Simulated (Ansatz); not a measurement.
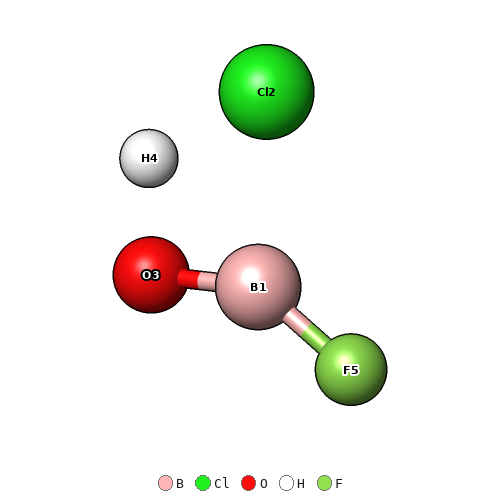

The system is the reacting system BClFHO (fragments BClFHO where the first distance is long, BFO + ClH where the second is long); the picture shows the reference structure. Coordinates scanned: (1) distance Cl2–H4 (bond that forms); (2) distance B1–Cl2 (bond that breaks). Relaxed at each point: all other coordinates. The scan uses a 12 × 12 grid. Points are written as (first, second). All energies are given in kcal/mol relative to the lowest grid point. Energies and slopes of some neighbouring points disagree (a jump in structure or state, or too coarse a mesh). The reference is spin-restricted, so regions where a bond is pulled apart into radicals lie too high. These are results of RKS PBE0-D4/def2-SVP in Ansatz 0.2.0, not measurements.

Its coordinates:

```xyz
5

B    -0.3938    0.1897    0.3581
Cl    1.2614   -1.1620   -0.0175
O    -0.4440    0.7939   -0.7784
H     0.5330    0.0346   -1.0787
F    -0.9567    0.1438    1.5165
```

Range: distance Cl2–H4 (bond that forms) from 1.197 to 2.697 Å; distance B1–Cl2 (bond that breaks) from 1.674 to 3.174 Å.

> Predict the map.

The lowest grid point is at (2.697 Å, 1.749 Å). It lies at the edge of the scanned range, so the true minimum may lie outside. The highest grid point, (1.197 Å, 1.674 Å), lies 92 kcal/mol above the lowest.

```
second ↓, first →  1.197  1.272  1.375  1.493  1.621  1.757  1.900  2.050  2.204  2.364  2.529  2.697
            3.174     51     47     49     56     64     72     78     83     87     89     91     92
            3.006     51     48     49     56     64     70     75     78     80     82     83     83
            2.841     52     48     50     56     63     68     71     72     73     73     74     74
            2.681     52     49     50     56     62     64     65     64     64     64     63     63
            2.527     54     50     52     57     59     59     57     56     54     53     53     52
            2.377     55     52     54     56     55     52     49     46     44     42     41     40
            2.234     58     54     56     54     50     44     40     36     33     31     29     28
            2.098     61     57     57     52     44     37     31     26     22     20     18     17
            1.970     66     62     58     49     39     30     23     18     14     11      9      8
            1.852     73     69     60     48     36     27     19     12      8      5      2      2
            1.749     82     78     65     51     38     27     18     11      6      3      1      0
            1.674     92     86     71     56     42     30     21     14      9      5      3      3
```

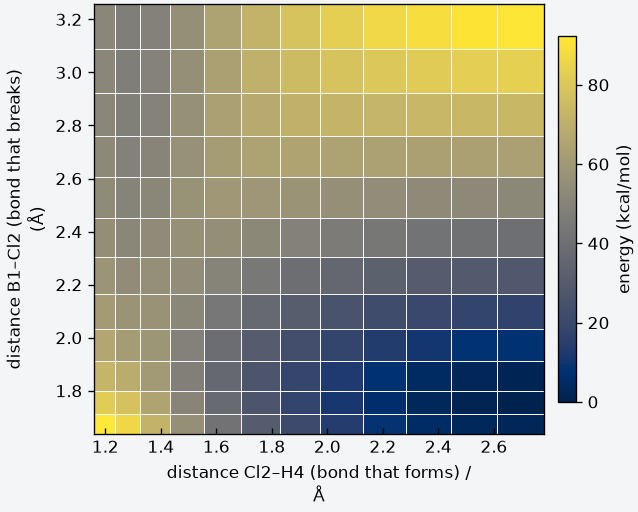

In the figure: one coloured cell a grid point.

The whole map (144 points run) took 22 min on 1 thread of Arm Neoverse V2, on a shared host.
